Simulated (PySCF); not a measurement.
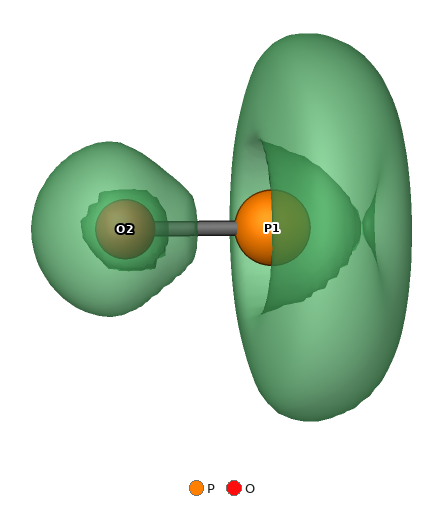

Figure. PO (charge −1, triplet). Isosurface of the electron localisation function at 0.75 (green), seen from one side. Only the valence region is drawn (cores and ρ < 0.01 e/Å³ removed).

These are results of PBE0/aug-cc-pVDZ(-PP), non-relativistic Hamiltonian with scalar-relativistic core potentials where named, at a bond length of 1.559 Å in PySCF, not measurements.

```yaml
atoms:
  - { symbol: P, position_ang: [0.0000, 0.0000, -0.5309] }
  - { symbol: O, position_ang: [0.0000, 0.0000, 1.0281] }
```

Describe the localisation domains.

At this value the surface marks out one ring or bowl of non-bonding electrons around P and one region wrapped around O (its lone pairs, merged into a ring or cap).

Values along the shortest contacts:
P–O (1.56 Å): the ELF peaks at about 0.85 between the atoms, as expected for a polar covalent bond.
